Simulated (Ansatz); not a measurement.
## Electronic structure of CH₄Ge···HF in real space

```yaml
atoms:
  - { symbol: Ge, position_ang: [-1.0288, 0.2860, 0.2948] }
  - { symbol: F, position_ang: [1.5062, -1.3131, 1.1964] }
  - { symbol: C, position_ang: [0.2120, 0.4345, -0.9588] }
  - { symbol: H, position_ang: [1.2916, -0.8087, 0.4486] }
  - { symbol: H, position_ang: [-1.0948, 1.2265, 1.4851] }
  - { symbol: H, position_ang: [-2.0090, -0.8732, 0.3316] }
  - { symbol: H, position_ang: [0.2318, -0.2328, -1.8147] }
  - { symbol: H, position_ang: [0.8909, 1.2810, -0.9830] }
```

All numbers below come from RKS BHLYP-D4/def2-SVP (Ansatz 0.2.0).

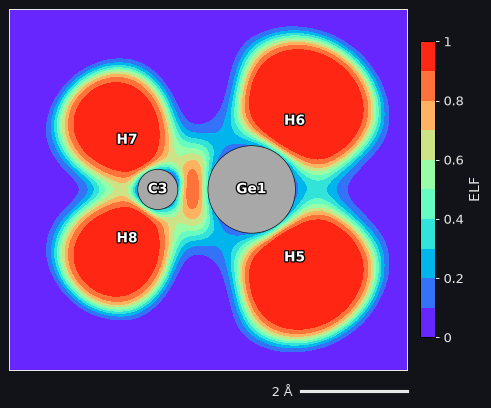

Figure 1. Electron localisation function on the plane of atoms H5, Ge1 and H6. Grey discs cover the atomic cores.

**What do the fields say about this system?**

- Atoms in the plane: Ge, C and H.
- C–Ge (1.77 Å): the ELF peaks at about 0.85 in the valence shell of C, 0.7 Å from its nucleus, and is about 0.55 at the midpoint.
- C–H (1.09 Å): the ELF climbs to about 1 towards the hydrogen, as it does in any bond to H (an ordinary covalent bond to hydrogen).
- Ge–H (1.52 Å): the ELF climbs to about 1 towards the hydrogen.

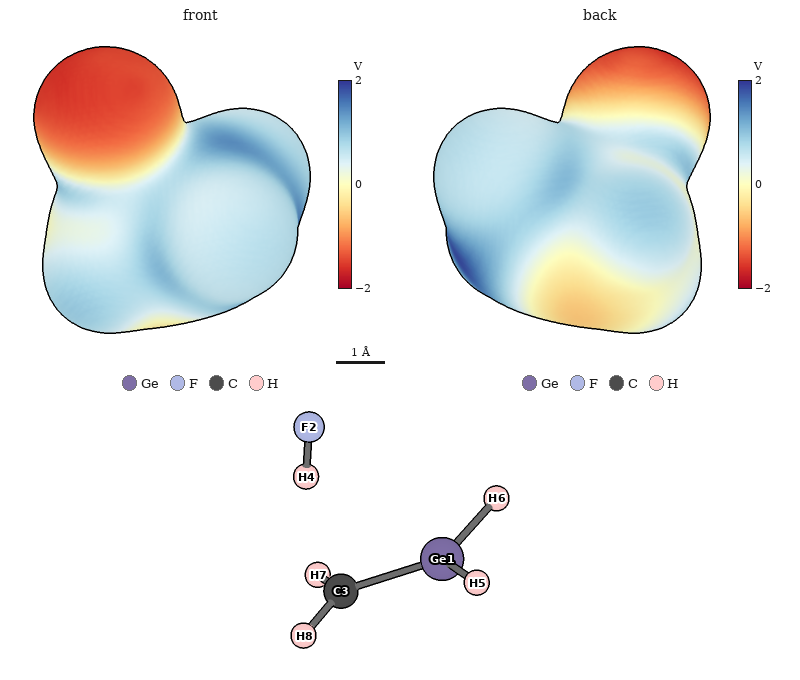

Figure 2. The molecular electrostatic potential painted on the density surface at 0.002 e/bohr³, seen from the front and from behind; the colour scale runs from red (negative) to blue (positive). The bare structure is drawn below in the same view.

**Where is the surface potential most negative and most positive?**

The most negative region (about −1.6 V) lies over F2, the most positive (about +1.8 V) over Ge1.

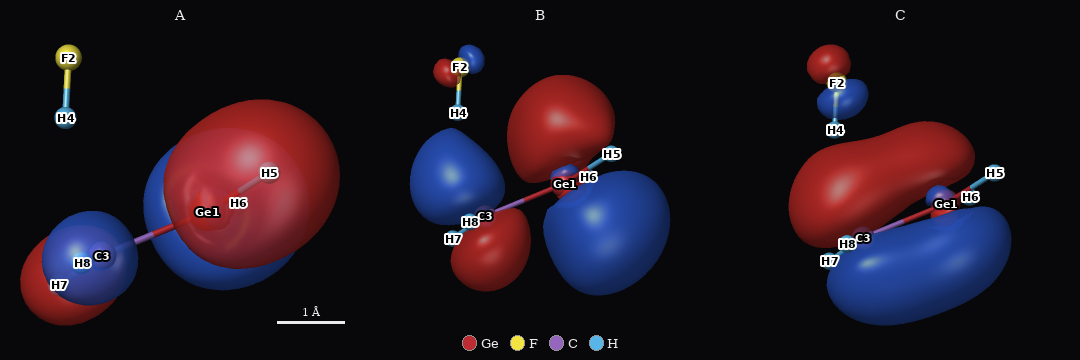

Figure 3. Three frontier orbitals at ±0.1 Å⁻³ᐟ² (red and blue are the two phases), in no order.

**Order the three orbitals by energy and name them.**

A is the HOMO−1 (−11.44 eV). By Hirshfeld shares it lies mainly on Ge1 (about 35 %), H5 (about 25 %), H6 (about 25 %) and C3 (about 5 %). C is the HOMO (−7.78 eV). Its weight (Hirshfeld) is mainly on C3 (about 45 %) and Ge1 (about 35 %); π-bonding across C3–Ge1. B is the LUMO (−0.69 eV). Its weight (Hirshfeld) is mainly on Ge1 (about 60 %) and C3 (about 25 %).

**What is the HOMO–LUMO gap?**

7.09 eV between the orbital energies.
